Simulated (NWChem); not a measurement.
# SiNH4O (SMILES N[SiH]O): levels of theory compared

Wanted: a comparison of 5 runs (UHF/STO-3G, UHF/3-21G, UB3LYP/6-31G*, UM06-2X/6-31+G*) of SiNH4O. 

The calculation is run with NWChem 7.3.0.

## (1) The structure to begin with

SiNH4O: 7 atoms, total charge 0, spin state doublet. SMILES: `N[SiH]O`. Geometry: relaxed at PBE0-D4/def2-TZVP. This is one conformer, not always the lowest.

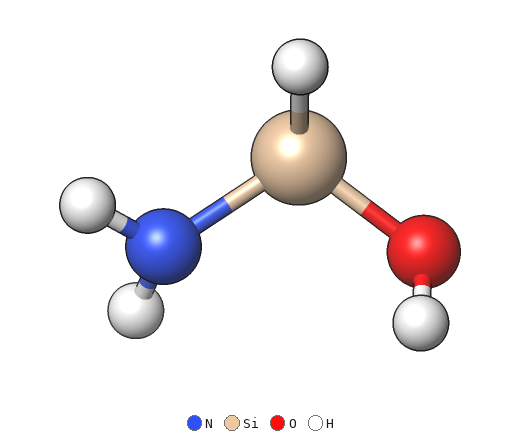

The structure, seen from a chosen angle (nitrogen blue, silicon light orange, oxygen red, hydrogen white).

## (2) Energy and forces at UHF/STO-3G (run 1)

Contents of work.nw:

```
start work
title "H4NOSi"
memory stack 880 mb heap 220 mb global 1100 mb

geometry units angstroms noautosym nocenter noautoz
 N     -0.694900     0.548300    -0.575200
 Si     0.293100     0.159000     0.781300
 O      1.622900    -0.672400     0.270300
 H     -0.355900     1.168100    -1.294800
 H     -1.685800     0.673200    -0.432900
 H     -0.599100    -0.661900     1.664700
 H      1.480900    -1.282400    -0.459000
end

basis spherical bse
 * library STO-3G
end

scf
 doublet
 uhf
 thresh 1e-08
 maxiter 80
end

task scf gradient
```

Launch:

```console
$ nwchem work.nw > work.out
```

What it wrote:

```text
[...]
  functions       =    23
[...]
  wavefunction    = UHF
[...]
         Total SCF energy =   -415.473363570462
      One electron energy =   -799.430965852870
      Two electron energy =    272.923925446609
 Nuclear repulsion energy =    111.033676835799
                       Sz =      0.5000
                 Sz(Sz+1) =      0.7500
                      S^2 =      0.7526
[...]
                         UHF ENERGY GRADIENTS
    atom               coordinates                        gradient
                 x          y          z           x          y          z
   1 N      -1.313171   1.036137  -1.086970   -0.005842   0.015137  -0.001841
   2 Si      0.553879   0.300466   1.476443    0.029354   0.002540  -0.026862
   3 O       3.066836  -1.270652   0.510793   -0.024262  -0.006671  -0.018889
   4 H      -0.672553   2.207389  -2.446817   -0.000598  -0.008081   0.006220
   5 H      -3.185700   1.272164  -0.818062    0.008497  -0.004567   0.000626
   6 H      -1.132135  -1.250810   3.145827   -0.019736  -0.013132   0.020010
   7 H       2.798495  -2.423385  -0.867384    0.012587   0.014775   0.020735
[...]
```

Run time: 1.8 s. Hardware: 1 thread of Intel Xeon Platinum 8488C (Sapphire Rapids), shared host; peak memory 0.1 GiB.

## (3) Energy and gradient at UHF/3-21G (run 2)

Contents of job.nw:

```
start job
title "H4NOSi hf"
memory stack 880 mb heap 220 mb global 1100 mb
charge 0

geometry units angstrom noautosym nocenter noautoz
   N     -0.694900     0.548300    -0.575200
   Si     0.293100     0.159000     0.781300
   O      1.622900    -0.672400     0.270300
   H     -0.355900     1.168100    -1.294800
   H     -1.685800     0.673200    -0.432900
   H     -0.599100    -0.661900     1.664700
   H      1.480900    -1.282400    -0.459000
end

basis spherical bse
   * library 3-21G
end

scf
   doublet
   uhf
   thresh 1e-08
   maxiter 80
end

task scf gradient
```

Launch:

```console
$ nwchem job.nw > job.out
```

What it wrote:

```text
[...]
  functions       =    39
[...]
  wavefunction    = UHF
[...]
         Total SCF energy =   -418.333954279273
      One electron energy =   -799.580498319556
      Two electron energy =    270.212867204485
 Nuclear repulsion energy =    111.033676835799
                       Sz =      0.5000
                 Sz(Sz+1) =      0.7500
                      S^2 =      0.7534
[...]
                         UHF ENERGY GRADIENTS
    atom               coordinates                        gradient
                 x          y          z           x          y          z
   1 N      -1.313171   1.036137  -1.086970    0.012436  -0.019691   0.010558
   2 Si      0.553879   0.300466   1.476443    0.010482  -0.007155  -0.027476
   3 O       3.066836  -1.270652   0.510793   -0.013103   0.010117   0.008238
   4 H      -0.672553   2.207389  -2.446817    0.001945   0.005536   0.000219
   5 H      -3.185700   1.272164  -0.818062   -0.002939   0.005623   0.003778
   6 H      -1.132135  -1.250810   3.145827   -0.000554  -0.001805  -0.000314
   7 H       2.798495  -2.423385  -0.867384   -0.008266   0.007374   0.004997
[...]
```

Run time: 2.4 s. Hardware: 1 thread of Intel Xeon Platinum 8488C (Sapphire Rapids), shared host; peak memory 0.1 GiB.

## (4) Energy and forces at UB3LYP/6-31G(d) (spherical functions) (run 3)

Contents of run.py:

```python
from ase import Atoms
from ase.calculators.nwchem import NWChem

system = Atoms(['N', 'Si', 'O', 'H', 'H', 'H', 'H'], positions=[
    [-0.694900, 0.548300, -0.575200],
    [0.293100, 0.159000, 0.781300],
    [1.622900, -0.672400, 0.270300],
    [-0.355900, 1.168100, -1.294800],
    [-1.685800, 0.673200, -0.432900],
    [-0.599100, -0.661900, 1.664700],
    [1.480900, -1.282400, -0.459000],
])

calc = NWChem(
    label='h4nosi',
    theory='dft',
    memory='2200 mb',
    basis='6-31G*',
    basispar='spherical bse',
    dft={'xc': 'b3lyp', 'mult': '2', 'grid': 'xfine', 'convergence': 'energy 1e-08', 'iterations': '100', 'mulliken': None},
)
system.calc = calc

forces = system.get_forces()
e = system.get_potential_energy()
print(f"E = {e:.6f} eV")
print("forces (eV/A):")
for s, f in zip(system.symbols, forces):
    print(f"{s:2s} {f[0]:10.5f} {f[1]:10.5f} {f[2]:10.5f}")
```

Launch:

```console
$ export ASE_NWCHEM_COMMAND="nwchem PREFIX.nwi > PREFIX.nwo"
$ python run.py
```

What it wrote:

```text
E = -11479.729842 eV
forces (eV/A):
N    -0.18461   -0.10079   -0.26066
Si   -0.08947    0.27511    0.60992
O     0.64344   -0.04633    0.14321
H     0.07040    0.16599   -0.17478
H    -0.25572    0.03944    0.01419
H    -0.10562   -0.03677    0.02371
H    -0.07847   -0.29671   -0.35553
```

The calculator wrote h4nosi.nwi:

```
title "h4nosi"

permanent_dir h4nosi

scratch_dir h4nosi

start h4nosi

geometry units angstrom nocenter noautosym noautoz
  N  -6.9489999999999996e-01 5.4830000000000001e-01 -5.7520000000000004e-01
  Si 2.9310000000000003e-01 1.5900000000000000e-01 7.8129999999999999e-01
  O  1.6229000000000000e+00 -6.7240000000000000e-01 2.7029999999999998e-01
  H  -3.5589999999999999e-01 1.1680999999999999e+00 -1.2948000000000000e+00
  H  -1.6858000000000000e+00 6.7320000000000002e-01 -4.3290000000000001e-01
  H  -5.9909999999999997e-01 -6.6190000000000004e-01 1.6647000000000001e+00
  H  1.4809000000000001e+00 -1.2824000000000000e+00 -4.5900000000000002e-01
end

memory 2200 mb

basis spherical bse noprint
   * library 6-31G*
end

dft
  xc b3lyp
  mult 2
  grid xfine
  convergence energy 1e-08
  iterations 100
  mulliken
end

task dft gradient
```

h4nosi.nwo:

```text
Northwest Computational Chemistry Package (NWChem) 7.3.0
             --------------------------------------------------------

           Job information
           ---------------

    nwchem branch   = 7.3.0
    use scalapack   = T
    input           = h4nosi.nwi
    prefix          = h4nosi.
    data base       = h4nosi/h4nosi.db
    status          = startup
    nproc           =        1

           Memory information
           ------------------

[... 5 lines left out ...]
    hardfail = no
[... 124 lines left out ...]
          Convergence on energy requested:  1.00D-08
[... 30 lines left out ...]
          total energy or number of iterations.
[... 86 lines left out ...]
      One electron energy =     -802.691895714625
[... 893 lines left out ...]
          Convergence on energy requested:  1.00D-08
[... 30 lines left out ...]
          total energy or number of iterations.
[... 38 lines left out ...]
                 ----------------------------------------
                 |  Time  |  1-e(secs)   |  2-e(secs)   |
                 ----------------------------------------
                 |  CPU   |       0.00   |       1.97   |
                 ----------------------------------------
                 |  WALL  |       0.00   |       1.97   |
                 ----------------------------------------

 Task  times  cpu:       26.3s     wall:       26.3s
 Total times  cpu:       26.3s     wall:       26.3s
```

Run time: 28 s. Hardware: 1 thread of Intel Xeon Platinum 8488C (Sapphire Rapids), shared host; peak memory 0.13 GiB.

Run 4 isn't shown in full; the table further down has it.

## (5) Energy and gradient at UM06-2X/6-31+G(d) (spherical functions) (run 5)

Contents of h4nosi.nw:

```
start h4nosi
title "H4NOSi"
memory stack 880 mb heap 220 mb global 1100 mb

geometry noautosym nocenter noautoz
  N    -0.694900    0.548300   -0.575200
  Si    0.293100    0.159000    0.781300
  O     1.622900   -0.672400    0.270300
  H    -0.355900    1.168100   -1.294800
  H    -1.685800    0.673200   -0.432900
  H    -0.599100   -0.661900    1.664700
  H     1.480900   -1.282400   -0.459000
end

basis spherical bse
  * library 6-31+G*
end

dft
  xc m06-2x
  mult 2
  grid xfine
  convergence energy 1e-08
  maxiter 100
  mulliken
  noprint "final vectors analysis"
end

task dft gradient
```

Launch:

```console
$ nwchem h4nosi.nw > h4nosi.out
```

What it wrote:

```text
[...]
          Wavefunction type:  spin polarized.
          No. of atoms     :     7
          No. of electrons :    33
[...]
          Charge           :     0
          Spin multiplicity:     2
[...]
          AO basis - number of functions:    66
[...]
              XC Information
              --------------
                       M06-2X Method XC Functional
                     Hartree-Fock (Exact) Exchange  0.540
                        M06-2X Exchange Functional  1.000
                      M06-2X Correlation Potential  1.000
[...]
 d= 0,ls=0.0,diis     1   -421.7152967861 -5.33D+02  8.93D-03  1.49D-01     4.5
[...]
 d= 0,ls=0.0,diis    11   -421.7869515131 -2.67D-09  5.93D-07  1.14D-10    51.6
[...]
         Total DFT energy =     -421.786951513095
      One electron energy =     -802.274048373664
           Coulomb energy =      307.348788501389
    Exchange-Corr. energy =      -37.895368476619
 Nuclear repulsion energy =      111.033676835799
[...]
      <S2> =      0.7527 (Exact =     0.7500)
[...]
  wavefunction    = open shell
                         DFT ENERGY GRADIENTS
    atom               coordinates                        gradient
                 x          y          z           x          y          z
   1 N      -1.313171   1.036137  -1.086970    0.001207   0.001576   0.002329
   2 Si      0.553879   0.300466   1.476443    0.004807  -0.004278  -0.013905
   3 O       3.066836  -1.270652   0.510793   -0.008039   0.001342  -0.000642
   4 H      -0.672553   2.207389  -2.446817   -0.001270  -0.002919   0.003816
   5 H      -3.185700   1.272164  -0.818062    0.004836  -0.000066   0.000555
   6 H      -1.132135  -1.250810   3.145827   -0.001228  -0.001156   0.001949
   7 H       2.798495  -2.423385  -0.867384   -0.000313   0.005502   0.005898
[...]
```

Wall time 65 s (1 thread of Intel Xeon Platinum 8488C (Sapphire Rapids), shared host); peak memory 0.13 GiB.

## (6) All runs side by side

```tsv
run	level	iteration cap	module	energy (Eh)	dipole moment (D)	HOMO energy (eV)	LUMO energy (eV)	wall time
1	UHF/STO-3G	80	scf	-415.473364	1.57	-5.71	6.34	1.8 s
2	UHF/3-21G	80	scf	-418.333954	2.49	-8.09	2.03	2.4 s
3	UB3LYP/6-31G* (spherical functions)	100	dft	-421.872294	2.57	-4.90	-1.83	28 s
4	UB3LYP/6-31G* (Cartesian functions)	100	dft	-421.876754	2.58	-4.90	-1.84	30 s
5	UM06-2X/6-31+G* (spherical functions)	100	dft	-421.786952	2.38	–	–	65 s
```

## (7) Outcome

```
                       quantity          value
            run 5: total energy  -421.78695 Eh
           run 5: dipole moment         2.38 D
                    run 5: ⟨S²⟩          0.753
run 5: largest force on an atom     0.788 eV/Å
```

**Reading.** The dipole moment (its size) runs from 1.57 D (UHF/STO-3G) to 2.58 D (UB3LYP/6-31G*). The two ends differ in method and basis. Totals of different functionals can't be ranked against each other. In run 1 the basis is minimal, so the values are rough. All runs together took 2.1 min, the longest 65 s.
